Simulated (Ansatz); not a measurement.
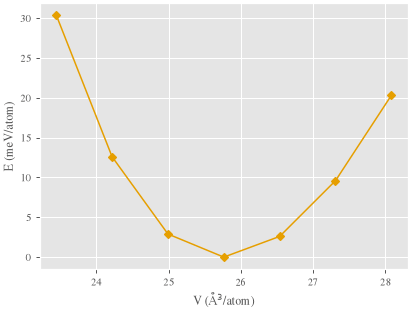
In2Au (cubic Laves (MgCu2 type), Fd-3m) under volume change, PBE (plane waves, PAW; program Ansatz), scaled uniformly.

Problem. What does a third-order Birch–Murnaghan fit give for V₀, B₀ and B′?

Solution. V₀ = 25.76 Å³/atom, B₀ = 37.8 GPa, B′ = 5.8.

The cell is a constructed one: a structure type filled with these elements; neither database checked (COD, Materials Project) lists it. COD files the formula under space group No. 225, so this cell is another polymorph or a model. Whether it is the stable phase at ambient conditions was not checked. The cell was relaxed with PBE under the symmetry of its start; its stability against distortions is not shown here. Scalar-relativistic: spin–orbit coupling is off unless named, which matters more the heavier the elements.

Potentials: the earlier of the program's two PAW sets.
